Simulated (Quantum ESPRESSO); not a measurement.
# Voltage at the next charge: Ti2CF2 MXene, 1 layer against an electrode

How the rows were computed: Quantum ESPRESSO 7.5, PBE, GBRV ultrasoft; ESM with bc3, a metal electrode 5.75 Å above the top atoms; cell area 8.083 Å²; ions fixed. V is the potential energy of an electron at the electrode over the slab's Fermi level, divided by e, so that it equals the work function at zero charge; positive charge removes electrons.

```
charge (e a cell)  V (V)
                0  4.832
           0.0125  6.408
            0.025  7.986
```

One more run was made and is withheld. What is V at a charge of 0.0499 e, and what capacitance do the rows imply?

By hand: The last two rows give dV/dq = (7.986 − 6.408)/(0.025 − 0.0125) = 126.2 V/e, so C = 1602/(8.083 × 126.2) = 1.57 µF/cm², an effective gap of 8.854/1.57 = 5.64 Å. At constant C, V = 7.986 + 126.2 × 0.0249 = 11.13 V.

What the calculation gave: V = 11.140 V; the estimate misses by −0.01 V, 0.3 % of the step. Over the three intervals C goes 1.57, 1.57 and 1.57 µF/cm².

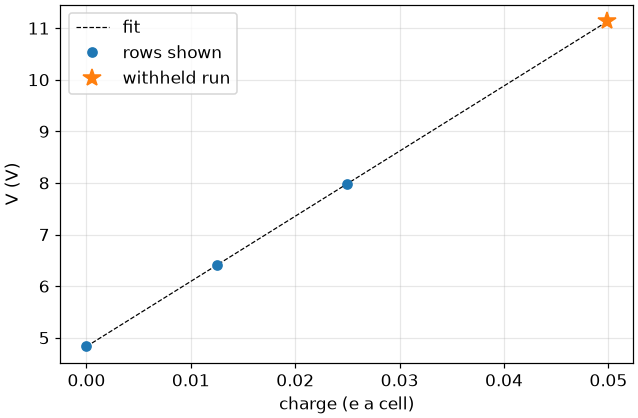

The rows shown, the fit and the withheld run.

**Limits.** Vacuum fills the gap; a dielectric or electrolyte would change C. The slab is thin.

[Logs are printed without paths, hosts, clocks, repeated set-up lines and the standing remarks that a program may print on its own settings, such as how far it seeks lower states.]
